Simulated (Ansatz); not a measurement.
**ClF2H2O2Ta···HCl: density, localisation and related maps**

```yaml
atoms:
  - { symbol: Ta, position_ang: [-0.5674, -0.5012, -0.0871] }
  - { symbol: Cl, position_ang: [2.9769, 0.2794, -0.6232] }
  - { symbol: F, position_ang: [0.4275, -0.4428, 1.5341] }
  - { symbol: O, position_ang: [-0.3536, -0.0033, -1.9199] }
  - { symbol: H, position_ang: [0.2987, -0.3860, -2.5316] }
  - { symbol: O, position_ang: [-1.2493, 1.2106, 0.3239] }
  - { symbol: H, position_ang: [-1.2136, 2.0938, 0.7177] }
  - { symbol: Cl, position_ang: [-2.4812, -1.7663, 0.1326] }
  - { symbol: F, position_ang: [0.6673, -1.9336, -0.4889] }
  - { symbol: H, position_ang: [2.5551, -0.9776, -0.4270] }
```

Core potentials replace the inner electrons of Ta; not at a stationary point (largest force 0.9 eV/Å).

These are results of RKS PBE/def2-SVP in Ansatz, not measurements.

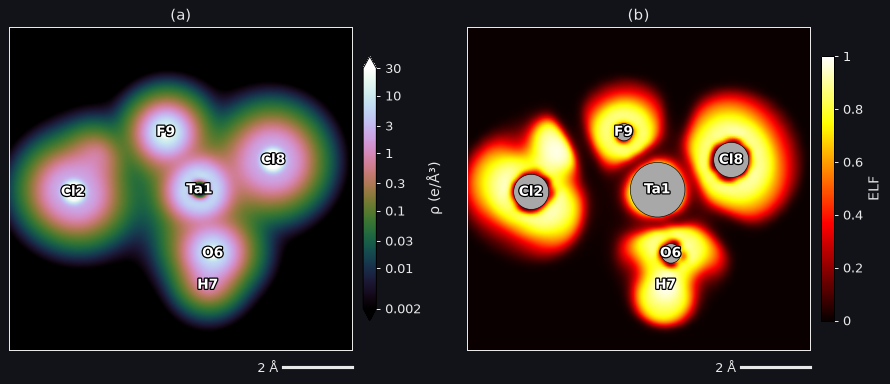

Figure 1. (a) electron density; (b) electron localisation function on the plane of atoms O6, Ta1 and Cl8. Grey discs cover the atomic cores in the ELF map.

Interpret the plot.

Answer. Atoms in the plane: Ta, Cl, O, H and F. Ta–O (1.89 Å): ρ at the midpoint is about 1 e/Å³; the ELF peaks at about 0.80 in the valence shell of O, 0.5 Å from its nucleus, and drops to about 0.25 between the two atoms. Ta–Cl (2.30 Å): the density is about 0.66 e/Å³ at the midpoint; the ELF peaks at about 0.85 in the valence shell of Cl, 0.8 Å from its nucleus, and is about 0.40 at the midpoint. O–H (0.97 Å): ρ at the midpoint is about 3.6 e/Å³; the ELF climbs to about 1 towards the hydrogen, as it does in any bond to H; an ordinary covalent bond to hydrogen. The ELF also peaks beside Cl2, away from the bonds: lone-pair regions.

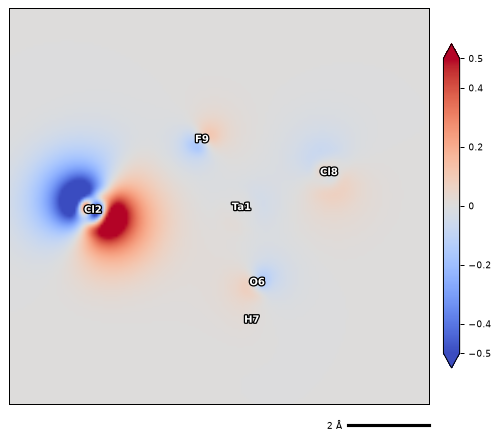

Figure 2. The HOMO−1 on the plane of atoms O6, Ta1 and Cl8 (values in Å⁻³ᐟ²; the overall sign is arbitrary).

Where does this orbital lie, and at what energy?

Answer. It lies mainly on Cl2 (about 80 %) and O4 (about 10 %); largely a lone pair of Cl2. Its energy is −7.78 eV.
